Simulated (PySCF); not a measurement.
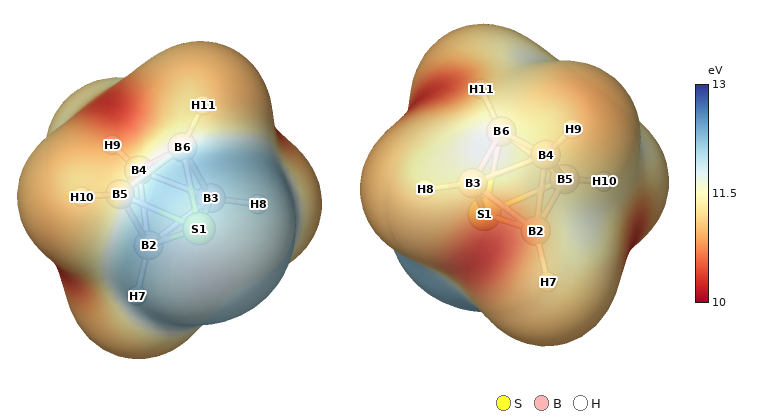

Figure. Closo-1-SB5 (no H on S) (B$_{5}$H$_{5}$S). Average local ionisation energy on the surface of electron density 0.001 a.u. (back view left, front view right).

Method: PBE0/def2-SVP; geometry: GFN2-xTB; program: PySCF. No frequency check shows the geometry to be a minimum. GFN2-xTB bond lengths at metals and heavier atoms can be off by up to 0.1 Å and shapes distorted, which carries into these values.

The calculation's input:

```python
import numpy as np
from pyscf import gto, scf, dft
from pyscf.scf import atom_ks, atom_hf
from scipy.linalg import block_diag

def solve(mol, dm0=None, hcore=None):
    mf = (dft.UKS if mol.spin else dft.RKS)(mol, xc='pbe0')
    mf.grids.level = 3
    mf = mf.density_fit(auxbasis='def2-universal-jkfit')
    mf.conv_tol, mf.max_cycle = 1e-8, 80
    if hcore is not None:
        mf.get_hcore = lambda *args: hcore
    mf.kernel(dm0)
    if not mf.converged:
        mf = mf.newton().run(mf.mo_coeff, mf.mo_occ, max_cycle=30)
    assert mf.converged, 'SCF not converged'
    return mf

mol = gto.M(atom='''
S     -1.12888     0.00187    -0.00025
B      0.35181    -0.08190     1.22005
B      0.35447     1.21866     0.08082
B      1.53350     0.00006     0.00002
B      0.35007    -1.22113    -0.08051
B      0.35274     0.07943    -1.21974
H      0.16038    -0.15745     2.37096
H      0.16555     2.36996     0.15667
H      2.70406    -0.00192     0.00035
H      0.15701    -2.37174    -0.15646
H      0.16219     0.15568    -2.37075
''', basis='def2-svp', charge=0, spin=0, verbose=4)
mf = solve(mol)
mf.analyze()
# spherically averaged free atoms, for the promolecule
atm = atom_ks.get_atm_nrks(mol, xc='pbe0')
pro = block_diag(*[(atm[a[0]][2] * atm[a[0]][3]) @ atm[a[0]][2].T for a in mol._atom])
np.savez('result.npz', e=mf.e_tot, c=mf.mo_coeff, occ=mf.mo_occ, eps=mf.mo_energy, pro=pro, dip=mf.dip_moment(verbose=0), s2=mf.spin_square()[0])
```

Launched as:

```sh
OMP_NUM_THREADS=1 python input.py
```

The run took 16 s on 1 thread of Arm Neoverse V2 (shared host), peak memory 0.47 GiB.

Partitions, critical points and surface values were worked out afterwards from this run's density.

Where are the most loosely bound electrons on this surface?

The lowest value is 10.3 eV, off the B2–B3 bond (2.1 to 2.2 Å from its atoms), and at like points elsewhere. Further minima include 10.9 eV, 1.4 Å from H9; 11.9 eV, 2.1 Å from S1. For comparison, the highest occupied orbital lies at −8.2 eV.

What volume does the surface enclose, and what is the dipole moment?

About 128 Å³; the dipole moment is 1.3 D.
